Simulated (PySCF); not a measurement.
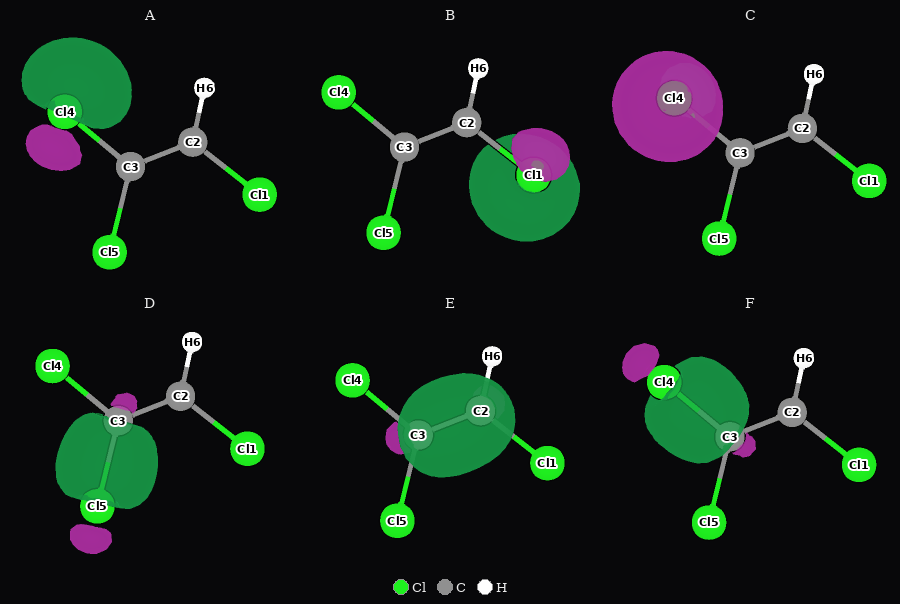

Figure 1: C₂HCl₃, SMILES `ClC=C(Cl)Cl`. Localised orbitals, occupied; each surface holds about 80 % of the orbital's density. Energies are diagonal elements of the Fock matrix.

Level of theory: PBE0/def2-TZVP (PySCF), at a geometry from GFN2-xTB. No frequency check shows the geometry to be a minimum. GFN2-xTB bond lengths at metals and heavier atoms can be off by up to 0.1 Å and shapes distorted, which carries into these values.

Cartesian coordinates (Å):

```
Cl1     -2.2332   -0.3465    0.0000
C2      -0.6287   -0.9316    0.0000
C3       0.4259   -0.1204    0.0000
Cl4      2.0221   -0.7529    0.0000
Cl5      0.3135    1.5886    0.0000
H6      -0.5245   -2.0046    0.0000
```

### Name the orbitals, with their atomic make-up and energies.

By panel:
- A: lone pair on Cl4 (sp2.4-type) (Cl4 98 %; −13.6 eV)
- B: lone pair on Cl1 (sp2.6-type) (Cl1 98 %; −13.2 eV)
- C: lone pair on Cl4 (sp2.4-type) (Cl4 98 %; −13.5 eV)
- D: σ bond Cl5–C3 (Cl5 54 %, C3 45 %; −18.6 eV)
- E: bent (banana) bond C3–C2 (C3 50 %, C2 49 %; −14.6 eV)
- F: σ bond Cl4–C3 (Cl4 54 %, C3 45 %; −18.6 eV)

### Which localisation scheme gives orbitals like these: Pipek–Mezey, IBO or Foster–Boys?

Foster–Boys: it mixes σ and π into equivalent bent bonds, while the other two keep them apart.

### How do all the valence pairs divide up?

15 pairs: 9 lone pairs, 4 σ bonds and 2 bent bonds.
